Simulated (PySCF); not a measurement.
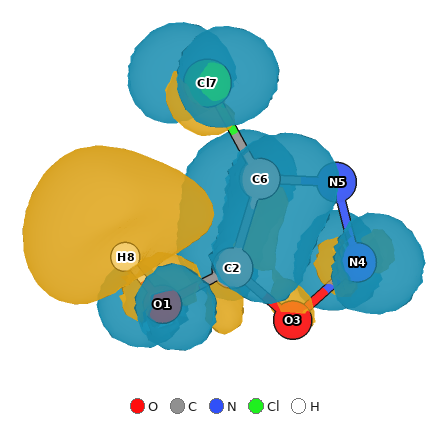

*C$_{2}$HClN$_{2}$O$_{2}$, SMILES `Oc1onnc1Cl`. Unrelaxed difference density of S₂ less the ground state (full linear response singlet states), ±0.015 e/Å³; yellow: gain, teal: loss.*

Computed with PySCF, CAM-B3LYP/6-31+G*, geometry: GFN2-xTB. No frequency check shows the geometry to be a minimum. GFN2-xTB bond lengths at metals and heavier atoms can be off by up to 0.1 Å and shapes distorted, which carries into these values.

Input script:

```python
import numpy as np
from pyscf import gto, scf, dft, tdscf
from pyscf.scf import atom_ks, atom_hf
from scipy.linalg import block_diag

def solve(mol, dm0=None, hcore=None):
    mf = (dft.UKS if mol.spin else dft.RKS)(mol, xc='camb3lyp')
    mf.grids.level = 3
    mf = mf.density_fit(auxbasis='def2-universal-jkfit')
    mf.conv_tol, mf.max_cycle = 1e-8, 80
    if hcore is not None:
        mf.get_hcore = lambda *args: hcore
    mf.kernel(dm0)
    if not mf.converged:
        mf = mf.newton().run(mf.mo_coeff, mf.mo_occ, max_cycle=30)
    assert mf.converged, 'SCF not converged'
    return mf

mol = gto.M(atom='''
O      0.52447    -2.01732     0.00000
C      0.63402    -0.70107     0.00000
O      1.82423    -0.12150     0.00000
N      1.60029     1.24687     0.00000
N      0.37675     1.47494     0.00000
C     -0.31239     0.31683     0.00000
Cl    -2.00872     0.15494     0.00000
H     -0.41030    -2.27071     0.00000
''', basis='6-31+g*', charge=0, spin=0, verbose=4)
mf = solve(mol)
td = mf.TDDFT()
td.nstates, td.singlet, td.conv_tol = 5, True, 1e-5
td.kernel()
td.analyze()
x, y = np.array([p[0] for p in td.xy]), np.array([p[1] + 0 * p[0] for p in td.xy])
f, mu = td.oscillator_strength(), td.transition_dipole()
nto = [td.get_nto(state=i + 1, verbose=4) for i in range(len(td.e))]
# spherically averaged free atoms, for the promolecule
atm = atom_ks.get_atm_nrks(mol, xc='camb3lyp')
pro = block_diag(*[(atm[a[0]][2] * atm[a[0]][3]) @ atm[a[0]][2].T for a in mol._atom])
np.savez('result.npz', e=td.e, f=f, ok=td.converged, w=[n[0] for n in nto], nto=[n[1] for n in nto], x=x, y=y, c=mf.mo_coeff, occ=mf.mo_occ, eps=mf.mo_energy, pro=pro, mu=mu)
```

Run with:

```sh
OMP_NUM_THREADS=1 python input.py
```

The run took 16 min on 1 thread of Arm Neoverse V1 (shared host), peak memory 0.84 GiB.

How does the charge move on excitation?

0.82 e is displaced in all, largely into diffuse regions outside the molecule. The state: 5.83 eV (213 nm), f = 0.001 (very weak), diffuse (Rydberg-like) orbital; the leading pair carries 99 %; hole on C6 (25 %), Cl7 (20 %) and N4 (17 %), electron on H8 (26 %), C2 (18 %) and O1 (18 %) (atom shares of so diffuse an orbital are rough); their centroids lie 1.6 Å apart; S₁ lies within 0.1 eV of it.
